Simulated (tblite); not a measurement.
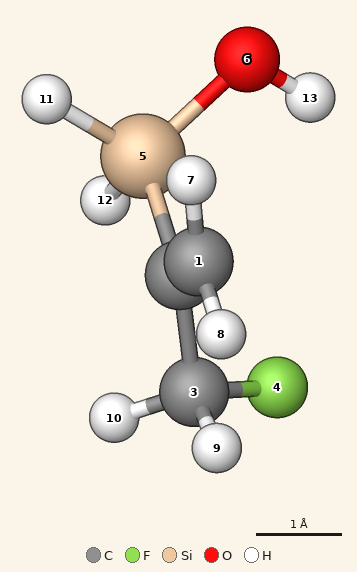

This is the input geometry for a relaxation of C₃H₇FOSi. A ball-and-stick model, seen from a free direction.

Computed with GFN2-xTB geometry optimisation, gas phase in tblite 0.8.0.

```xyz
13

C    -0.5957    1.3282    0.8077
C    -0.3413    0.2861    0.0251
C    -1.4995   -0.6106   -0.2833
F    -1.1854   -1.8441    0.1974
Si    1.3544   -0.0742   -0.6007
O     2.4614   -0.4824    0.6167
H     0.1664    2.0522    1.1069
H    -1.6132    1.4951    1.1626
H    -2.3992   -0.1969    0.2044
H    -1.6123   -0.6652   -1.3866
H     1.8217    1.1981   -1.2144
H     1.2793   -1.1342   -1.6553
H     2.1592   -1.3516    1.0017
```

Predict the outcome.

Answer. After 133 geometry steps the energy has fallen by 39.0 kJ/mol. The largest move after the best rigid fit is that of H11, 1.03 Å. By element the largest moves are H 1.03 Å, O 0.75 Å, F 0.50 Å, C 0.48 Å, Si 0.16 Å. Among the contacts that change: Si5–O6 1.695 → 1.619 Å, C2–Si5 1.843 → 1.902 Å, O6–H13 0.998 → 0.955 Å, Si5–H11 1.488 → 1.454 Å. Bond angles that change, for instance: Si5–O6–H13 106.8° → 121.0°, F4–C3–H9 111.8° → 106.5°, C3–C2–Si5 121.7° → 116.8°. Groups turn about C2–Si5 by about 55°, C2–C3 by about 25°.

Step by step:

```tsv
step	E − E(0), kJ/mol
0	0.00
1	-16.13
2	-21.24
3	-23.89
4	-26.12
5	-27.48
6	-28.72
7	-29.59
8	-30.19
9	-30.61
10	-31.00
16	-32.14
23	-32.49
29	-32.80
36	-33.26
42	-33.54
49	-33.87
55	-34.09
62	-34.50
68	-35.08
75	-35.62
81	-36.88
88	-37.58
94	-37.98
101	-38.36
107	-38.57
114	-38.67
120	-38.86
127	-38.99
133	-39.04
```

The structure at the end:

```xyz
13

C    -0.7561    1.6057    0.4455
C    -0.3446    0.4102    0.0521
C    -1.3185   -0.7294    0.0096
F    -0.7027   -1.9299    0.3128
Si    1.4299    0.0427   -0.5255
O     2.1277   -1.1060    0.3779
H    -0.0909    2.4513    0.4526
H    -1.7697    1.7966    0.7680
H    -2.1394   -0.6122    0.7243
H    -1.7247   -0.8500   -1.0023
H     2.2779    1.2012   -0.2954
H     1.3444   -0.3679   -1.9316
H     1.6625   -1.9119    0.5942
```

The end point in the same view:

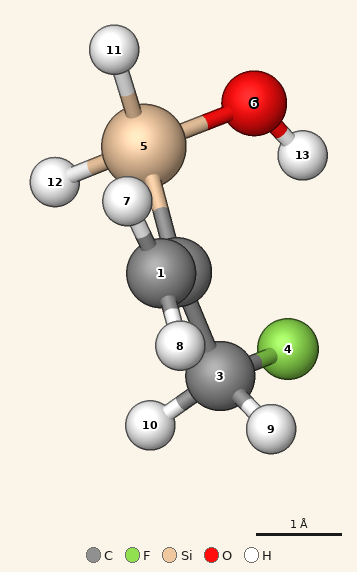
